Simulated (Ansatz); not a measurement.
# ClGe2H6N: rigid scan of one bond length from a Python script

How does the energy of ClGe2H6N change as one bond is stretched? Wanted for ClGe2H6N: a rigid scan of one bond length. SMILES: [Cl][GeH2][NH][GeH3].

All numbers are computed with Ansatz 0.2.0 through its Python package. Level of theory: r2SCAN0/def2-SVP.

### Step 1. The system

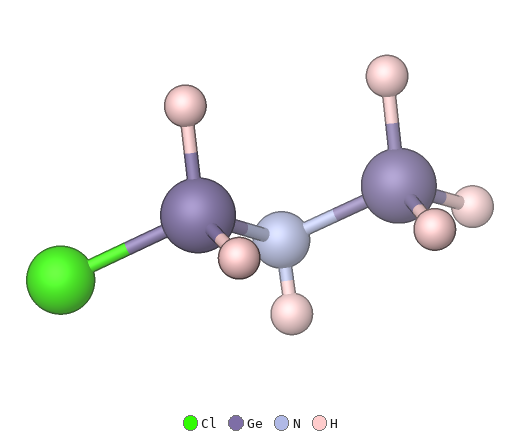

The starting structure, viewed from a chosen angle; chlorine green, germanium purple, nitrogen light blue, hydrogen pink.

The script holds or builds the structure itself.

### Step 2. The script

File run_scan.py:

```python
'''Stretching a bond of ClGe2H6N, the rest held rigid.'''

import logging
import sys
import warnings

import ansatz as az
import numpy as np

logging.basicConfig(stream=sys.stdout, format='%(levelname)s %(message)s')
logger = logging.getLogger('ansatz_job')
logger.setLevel(logging.INFO)

warnings.simplefilter('ignore', az.DeckWarning)

geometry_ang = [
    ('Cl', (3.2806, 0.6763, -0.6793)),
    ('Ge', (1.4098, 0.1997, 0.3002)),
    ('N', (0.087, -0.0639, -0.9874)),
    ('Ge', (-1.4989, -0.4124, -0.0707)),
    ('H', (1.582, -1.0928, 1.1387)),
    ('H', (1.004, 1.3713, 1.2309)),
    ('H', (-0.0428, 0.8495, -1.4769)),
    ('H', (-2.6517, -0.5966, -1.0901)),
    ('H', (-1.3403, -1.7073, 0.7666)),
    ('H', (-1.8297, 0.7762, 0.8681)),
]
molecule = az.Crystal.molecule()
for symbol, xyz in geometry_ang:
    molecule = molecule.atom(symbol, xyz)

symbols = [site.symbol for site in molecule.cartesian_sites]
start = np.array([site.position_ang for site in molecule.cartesian_sites])
axis = (start[7] - start[3]) / np.linalg.norm(start[7] - start[3])
moving = [7]
lengths, energies = [1.364, 1.426, 1.488, 1.55, 1.612, 1.674, 1.736, 1.829], []
for length in lengths:
    xyz = start.copy()
    xyz[moving] += (length - np.linalg.norm(start[7] - start[3])) * axis
    point = az.Crystal.molecule()
    for symbol, xyz in zip(symbols, xyz):
        point = point.atom(symbol, xyz.tolist())
    setup = (
        point.calculation()
        .basis(gaussian='def2-SVP')
        .functional('r2scan0')
        .scf(lower_state_search='standard')
    )
    summary = setup.run(threads=1, pin='off').report
    energies.append(summary['free_energy_ev'])
    logger.info(f'r = {length:6.3f} A  E = {energies[-1]:.5f} eV  <S^2> = {abs(summary["mean_field"]["state"]["spin_squared"]):.3f}')

# quartic fit about the minimum
fit = np.polynomial.Polynomial.fit(lengths, np.array(energies) - min(energies), 4).convert()
roots = [r.real for r in fit.deriv().roots() if abs(r.imag) < 1e-9 and fit.deriv(2)(r.real) > 0]
r_e = min(roots, key=lambda r: abs(r - lengths[int(np.argmin(energies))]))
logger.info(f'minimum of the fit at {r_e:.4f} A, force constant {fit.deriv(2)(r_e):.2f} eV/A^2')
```

### Step 3. The input behind the calls

The engine receives this input (first run):

```yaml
crystal:
  periodic: [false, false, false]
  atoms:
    - { symbol: Cl, position_ang: [3.2806, 0.6763, -0.6793] }
    - { symbol: Ge, position_ang: [1.4098, 0.1997, 0.3002] }
    - { symbol: "N", position_ang: [0.087, -0.0639, -0.9874] }
    - { symbol: Ge, position_ang: [-1.4989, -0.4124, -0.0707] }
    - { symbol: H, position_ang: [1.582, -1.0928, 1.1387] }
    - { symbol: H, position_ang: [1.004, 1.3713, 1.2309] }
    - { symbol: H, position_ang: [-0.0428, 0.8495, -1.4769] }
    - { symbol: H, position_ang: [-2.5134582094293307, -0.5745110532415707, -0.9678553076789208] }
    - { symbol: H, position_ang: [-1.3403, -1.7073, 0.7666] }
    - { symbol: H, position_ang: [-1.8297, 0.7762, 0.8681] }
basis:
  gaussian:
    orbitals: def2-SVP
hamiltonian:
  xc: r2scan0
scf:
  lower_state_search: standard
```

### Step 4. The run

Run with:

```console
$ python run_scan.py
```

Output:

```text
INFO r =  1.364 A  E = -127125.20789 eV  <S^2> = 0.000
INFO r =  1.426 A  E = -127125.40757 eV  <S^2> = 0.000
INFO r =  1.488 A  E = -127125.50061 eV  <S^2> = 0.000
INFO r =  1.550 A  E = -127125.51152 eV  <S^2> = 0.000
INFO r =  1.612 A  E = -127125.45960 eV  <S^2> = 0.000
INFO r =  1.674 A  E = -127125.36006 eV  <S^2> = 0.000
INFO r =  1.736 A  E = -127125.22491 eV  <S^2> = 0.000
INFO r =  1.829 A  E = -127124.97556 eV  <S^2> = 0.000
INFO minimum of the fit at 1.5278 A, force constant 18.07 eV/A^2
```

Wall time 74 s (1 thread of Arm Neoverse V2, shared host); peak memory 0.42 GiB.

### Step 5. Inputs of later runs

The engine's inputs for some of the other runs:

Run 4, against run 1:

```diff
@@ -11 +11 @@
-    - { symbol: H, position_ang: [-2.5134582094293307, -0.5745110532415707, -0.9678553076789208] }
+    - { symbol: H, position_ang: [-2.651807056169694, -0.5966171059563303, -1.0901946678169554] }
```

Run 5, against run 1:

```diff
@@ -11 +11 @@
-    - { symbol: H, position_ang: [-2.5134582094293307, -0.5745110532415707, -0.9678553076789208] }
+    - { symbol: H, position_ang: [-2.697923338416482, -0.6039857901945836, -1.1309744545296336] }
```

Run 7, against run 1:

```diff
@@ -11 +11 @@
-    - { symbol: H, position_ang: [-2.5134582094293307, -0.5745110532415707, -0.9678553076789208] }
+    - { symbol: H, position_ang: [-2.7901559029100573, -0.6187231586710901, -1.21253402795499] }
```

Lines on the test bed's own set-up are left out of the output.

### Step 6. Run by run

The 8 runs, in the order started:

```csv
run,distance (Å),energy from run 4 (eV),SCF cycles,CPU time (s)
1,1.36,0.3036,17,9.1
2,1.43,0.1039,17,9.1
3,1.49,0.0109,17,9.1
4,1.55,0.0000,17,9.2
5,1.61,0.0519,17,9.1
6,1.67,0.1515,17,9.2
7,1.74,0.2866,17,9.2
8,1.83,0.5360,17,9.2
```

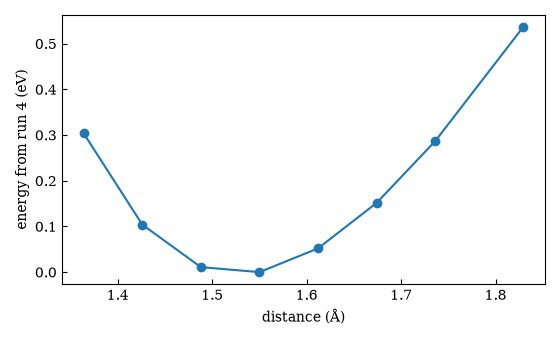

Energy against distance; lines join the points.

### Step 7. Summary of results

| quantity | value |
| --- | --- |
| bond length at the fit's minimum | 1.5278 Å |
| runs compared | 8 |
| range of energy | 0.536 eV |
| lowest point, distance (Å) | 1.55 |

The lowest point, at 1.55, lies inside the range. The ends stand 0.304 and 0.536 eV above it. The distance scanned is the script's pair 3, 7. The rest of the molecule is held rigid at a force-field or estimated start geometry, and the basis set is modest; single-reference methods fail as a bond breaks. The orbitals are restricted, so S² is zero by construction.
